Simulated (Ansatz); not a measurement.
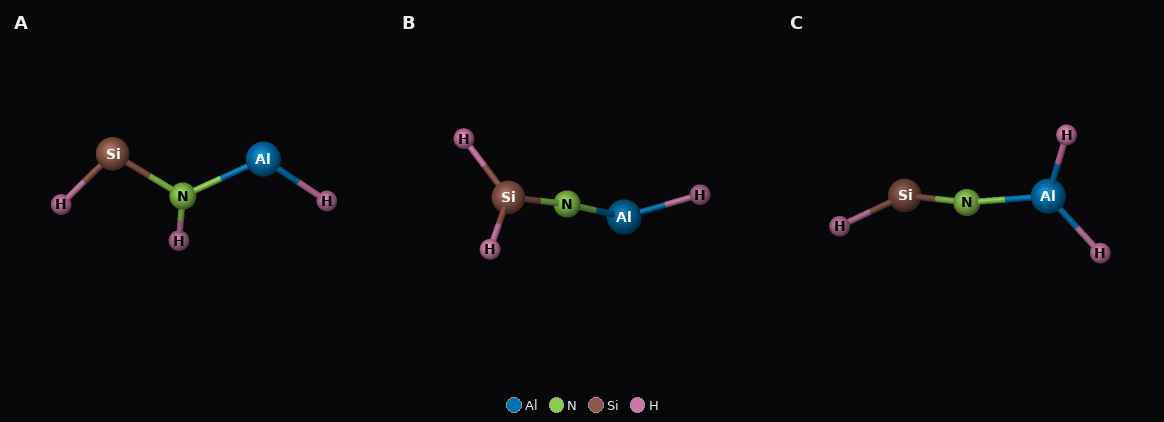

3 stationary structures of one formula. The species is neutral and a spin doublet. Geometries: PBE0-D4/def2-TZVP. Electronic energies: UHF-CCSD(T) (frozen core)/def2-TZVPP (Ansatz 0.2.0), without zero-point energy. No frequency run is at hand to confirm each as a minimum.

> Which structure is the most stable?

A is lowest (Cs); C lies 0.190 eV above it (Cs), B lies 0.232 eV above it.
